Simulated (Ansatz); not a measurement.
O2Si (SMILES O=[Si]=O)

```xyz
3

O     0.0000    0.0000   -1.5256
O     0.0000    0.0000    1.5256
Si    0.0000    0.0000    0.0000
```

Geometry: r2SCAN-D4/def2-SVP.

The calculation used isolated molecule in a Gaussian basis; Kohn-Sham density functional theory, functional PBE0 (Ansatz 0.2.0).

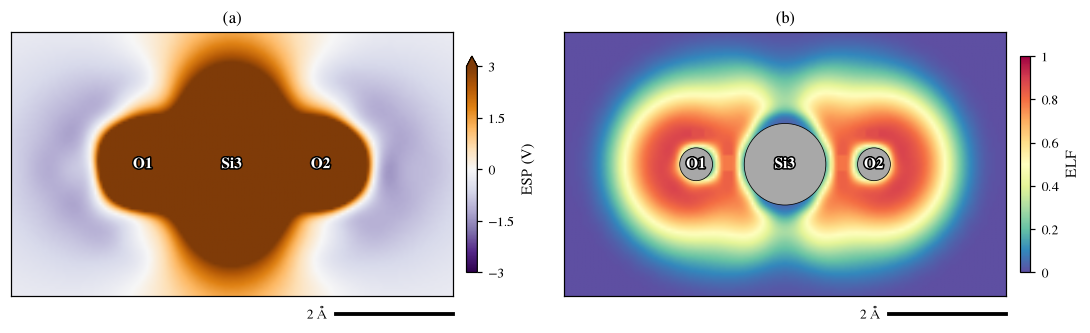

Figure 1. (a) molecular electrostatic potential; (b) electron localisation function on a plane that holds the molecular axis. Grey discs cover the atomic cores in the ELF map.

**Describe what can be read from this map.**

The plane passes through O and Si nuclei. Si–O (1.53 Å): the ELF peaks at about 0.80 in the valence shell of O, 0.6 Å from its nucleus, and is about 0.35 at the midpoint. The ELF also peaks beside O1 and O2, away from the bonds: lone-pair regions. Outside the dense part of the molecule the potential is most negative (−1.4 V) near O1 and O2.

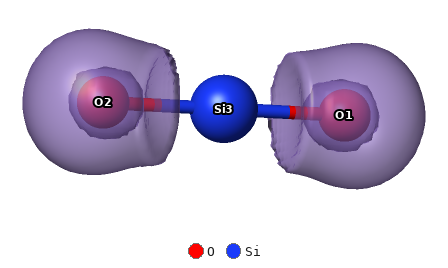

Figure 2. Isosurface of the ELF at 0.75 (purple), seen from one side. Core shells and regions of very low density are left out.

**Where are the electrons localised?**

The surface consists of two regions wrapped around O (its lone pairs, merged into a ring or cap).

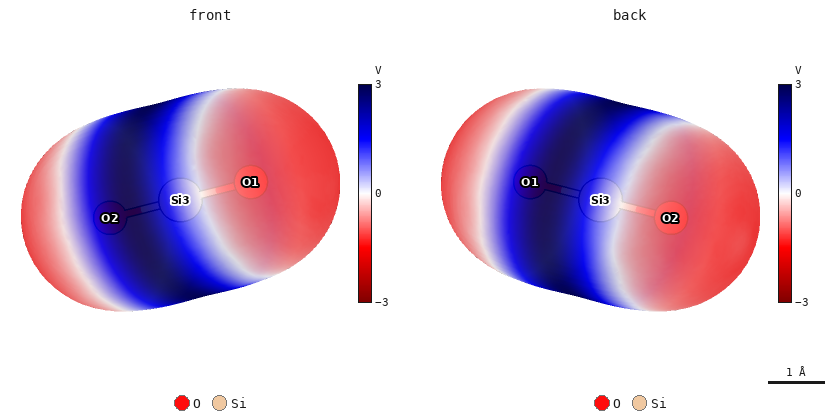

Figure 3. The molecular electrostatic potential painted on the density surface at 0.002 e/bohr³, seen from the front and from behind; red is negative and blue positive.

**Which sites attract a positive test charge, and which a negative one?**

A positive charge is drawn to the negative regions and a negative charge to the positive ones. The most negative region (about −1.2 V, or −28 kcal/mol for a unit charge) lies over O1 and O2, the most positive (about +2.9 V, or +67 kcal/mol for a unit charge) over Si3.
